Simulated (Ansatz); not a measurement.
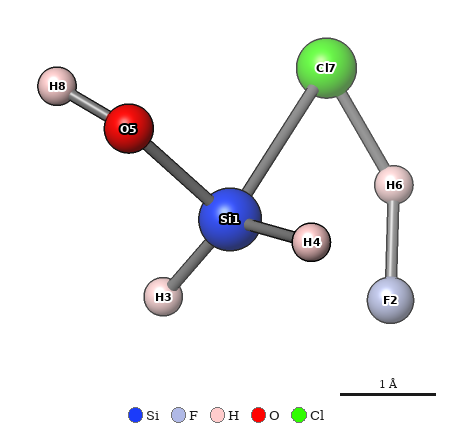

SiH4OClF, before the constrained relaxation. Style: ball-and-stick. Shown at a tilt.

The reaction that was planned forms Si1–Cl7, F2–H6 and breaks Si1–F2, H6–Cl7 (atoms numbered from 1 in input order).

The calculation used RKS PBE0-D4/def2-SVP (Ansatz).

The input:
```yaml
crystal:
  periodic: [false, false, false]
  atoms:
    - {symbol: Si, position_ang: [-0.430600, -0.218500, 0.005500]}
    - {symbol: F, position_ang: [1.234100, -1.566400, 0.208600]}
    - {symbol: H, position_ang: [-0.393900, -0.743000, -1.341400]}
    - {symbol: H, position_ang: [-0.721100, -0.740800, 1.313400]}
    - {symbol: O, position_ang: [-1.469100, 1.027400, 0.058100]}
    - {symbol: H, position_ang: [1.841600, -0.426100, 0.218800]}
    - {symbol: Cl, position_ang: [1.545100, 0.966300, 0.139700]}
    - {symbol: H, position_ang: [-1.606000, 1.701000, -0.602700]}
basis:
  gaussian: {orbitals: def2-SVP}
hamiltonian: {xc: pbe0, dispersion: d4}
relax: {f_tol: 0.04, max_steps: 150, escape_saddle: false, constraints: [{distance: [0, 6]}, {distance: [1, 5]}, {distance: [0, 1]}, {distance: [5, 6]}]}
```

Command:
```bash
ansatz run in.yaml --threads 4 --pin off --events-out ev --progress --plain --max-ram 9574MiB
```

Where does the constrained relaxation end?

Answer. The largest move after the best rigid fit is that of H8, 0.16 Å. Largest moves by element: H 0.16 Å, O 0.09 Å, Cl 0.08 Å, F 0.08 Å, Si 0.06 Å. Near-neighbour distances that change, for instance: Si1–O5 1.623 → 1.663 Å, Si1–H3 1.446 → 1.480 Å, Si1–H4 1.438 → 1.471 Å, O5–H8 0.953 → 0.962 Å. Bond angles that change, for instance: Si1–O5–H8 127.7° → 117.4°, H3–Si1–H4 136.1° → 128.2°, H3–Si1–Cl7 102.6° → 108.7°. After 7 geometry steps the energy has fallen by 0.114 eV. The largest force component goes from 0.82 to 0.003 eV/Å.

History of the run:

```json
{"step": "0", "E − E(0), eV": "0.0000", "largest force component, eV/Å": "0.8153"}
{"step": "1", "E − E(0), eV": "-0.0812", "largest force component, eV/Å": "0.5697"}
{"step": "2", "E − E(0), eV": "-0.0970", "largest force component, eV/Å": "0.2609"}
{"step": "3", "E − E(0), eV": "-0.1077", "largest force component, eV/Å": "0.1661"}
{"step": "4", "E − E(0), eV": "-0.1124", "largest force component, eV/Å": "0.2329"}
{"step": "5", "E − E(0), eV": "-0.1129", "largest force component, eV/Å": "0.0452"}
{"step": "6", "E − E(0), eV": "-0.1130", "largest force component, eV/Å": "0.1254"}
{"step": "7", "E − E(0), eV": "-0.1143", "largest force component, eV/Å": "0.0030"}
```

Final geometry:

```xyz
8

Si   -0.4132   -0.1954    0.0567
F     1.2603   -1.5452    0.1383
H    -0.5174   -0.7598   -1.3078
H    -0.7460   -0.8416    1.3359
O    -1.4440    1.1087    0.0859
H     1.8404   -0.3923    0.2004
Cl    1.5520    1.0040    0.2141
H    -1.5319    1.6214   -0.7235
```

The end point in the same view:

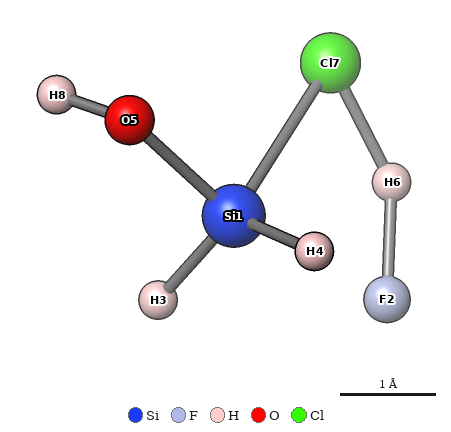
